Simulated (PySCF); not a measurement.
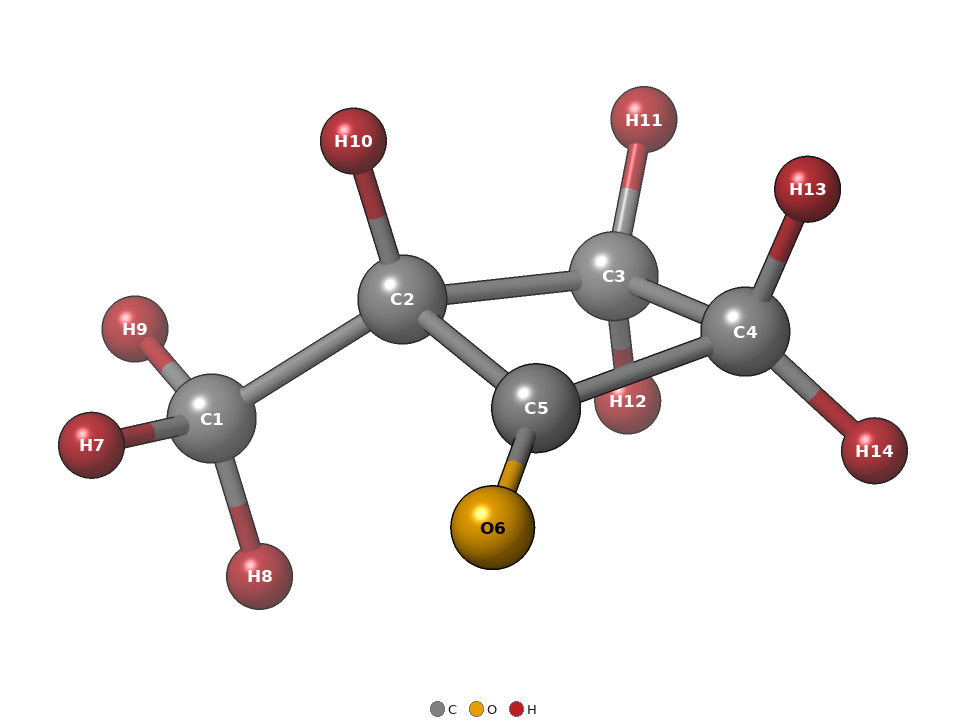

Distant atoms are faded towards the background colour. The computed structure is the end point of a PBE0-D3(BJ)/def2-SVP optimisation. No frequency run is at hand to confirm it as a minimum.

How is the 4-membered ring C2–C3–C4–C5 puckered?

It is puckered (butterfly). The Cremer–Pople amplitude Q is 0.19 Å.

Give the torsion angles round the ring, beginning with the bond from its second to its third atom.

14°, −14°, 14°, −14°.
